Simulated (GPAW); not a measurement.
A computed O K-edge spectrum of one site in a crystal of Fe, O and Sr, with its zero at a photon energy of about 522.4 eV (LDA puts this hole about 4 eV below PBE, itself good to a few eV). Method: GPAW, LDA + U, excited-electron core hole (neutral cell) in a small cell, dipole transitions, broadening that rises with energy.

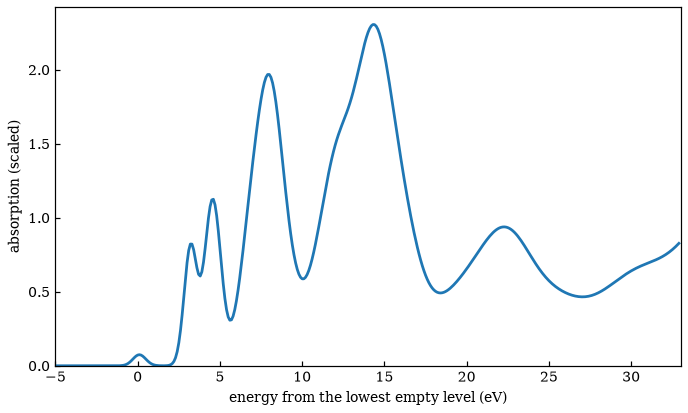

Energy from the lowest empty level; intensity scaled to a mean of 1 over the first 20 eV.

Question: Which coordination does this site have?

A K edge sees empty p states; the first features are O p mixed into the empty d states of the Fe neighbours, and the broad ones above probably into the cations' higher empty bands. It is atom 5 of SrFeO3 (Pm-3m), with 2 Fe at 1.91 Å (linear, site symmetry 4/mmm). Its main maxima below 24 eV lie at 3.2 eV (0.82), 4.6 eV (1.13), 8.0 eV (1.97), 14.3 eV (2.31) and 22.3 eV (0.94). A near-edge spectrum doesn't fix the structure by itself; it is matched against candidates. The hole lies in one spin channel, while the script sums the empty states of both and takes the lower zero; where the two channels are split, this blurs and shifts the curve. The unit cell's mesh shows no gap over 0.35 eV. That is right for a metallic compound; for a small-gap or correlated insulator it would be the fault of the functional or of the assumed magnetic order, and the hole would be screened too well. The spins start antiferromagnetically in a simple order, which needn't be the measured one; gap and edge can depend on it. The holes are only 5.4 Å apart, so the shape is probably not converged with cell size; no larger cell was run here. The mesh is coarse (0.24 Å⁻¹ between points), so small maxima may be mesh ripples. The structure is a computed Materials Project entry and may be a hypothetical form.

[Hosts, paths, dates, database ids (printed as entryN), source tags and the programs' standing remarks are cut or masked in the printed files.]

[Lists of maxima count a maximum above −3 eV only where it reaches 4 % of the highest in the window and stands out from its surroundings by 2 % of it (1.5 % where it reaches 55 %); shoulders and weaker maxima are passed over, and of the rest the first, up to two pre-edge ones and the few strongest are named.]
